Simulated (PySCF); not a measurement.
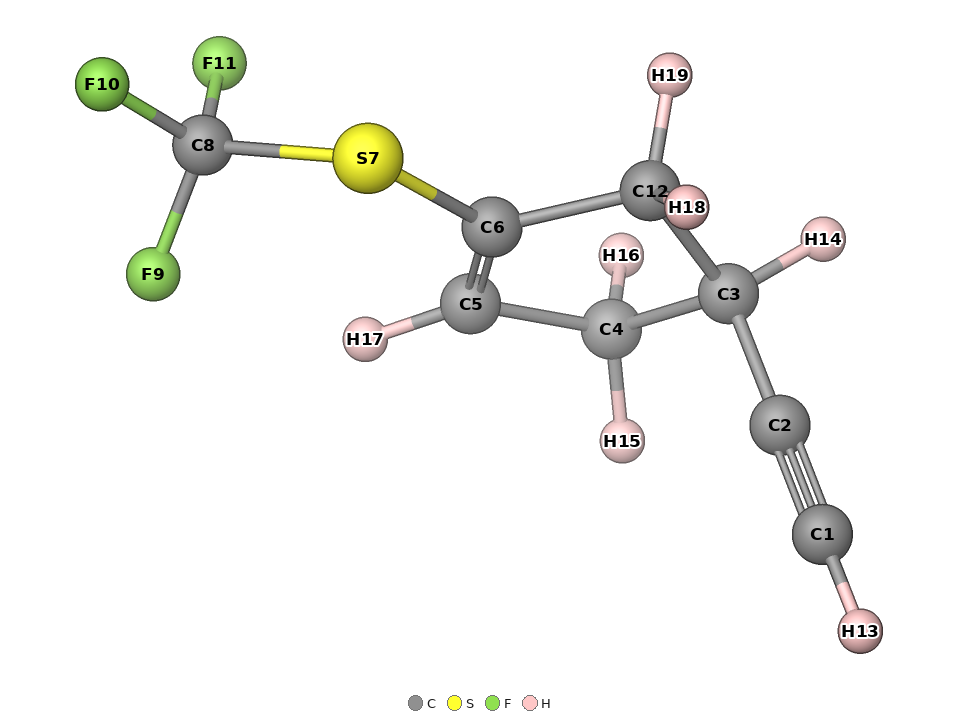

Distant atoms are faded towards the background colour. Computed geometry: PBE0-D3(BJ)/def2-SVP optimisation. No frequency run is at hand to confirm it as a minimum.

> What is the conformation of the ring C3–C4–C5–C6–C12?

It is an envelope, with C3 as the flap. The Cremer–Pople amplitude Q is 0.25 Å.

> Give the torsion angles round the ring, beginning with the bond from its second to its third atom.

16°, −1°, −15°, 23°, −24°.
